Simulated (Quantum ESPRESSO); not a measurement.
# Voltage at the next charge: Al(111), 5 layers against an electrode

How the rows were computed: Quantum ESPRESSO 7.5, PBE, GBRV ultrasoft; ESM with bc3, a metal electrode 5.99 Å above the top atoms; cell area 7.102 Å²; ions fixed. V is the potential energy of an electron at the electrode over the slab's Fermi level, divided by e, so that it equals the work function at zero charge; positive charge removes electrons.

| charge (e a cell) | V (V) |
| --- | --- |
| 0 | 4.102 |
| 0.0107 | 5.270 |
| 0.0213 | 6.443 |

To predict: What is V at a charge of 0.0426 e, and what capacitance do the rows imply?

**Fit.** The last two rows give dV/dq = (6.443 − 5.270)/(0.0213 − 0.0107) = 110.7 V/e, so C = 1602/(7.102 × 110.7) = 2.04 µF/cm², an effective gap of 8.854/2.04 = 4.34 Å. At constant C, V = 6.443 + 110.7 × 0.0213 = 8.80 V.

What the calculation gave: V = 8.839 V; the estimate misses by −0.04 V, 1.6 % of the step. Over the three intervals C goes 2.07, 2.04 and 2.01 µF/cm²: it falls as electrons leave, the surface charge drawing back towards the atoms.

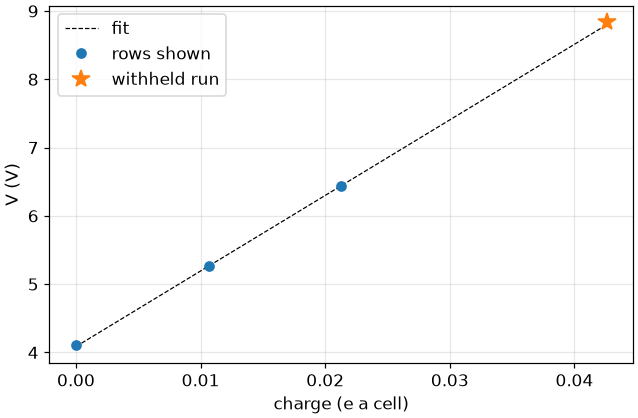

The rows shown, the fit and the withheld run.

Caveats: Vacuum fills the gap; a dielectric or electrolyte would change C. The slab is thin.
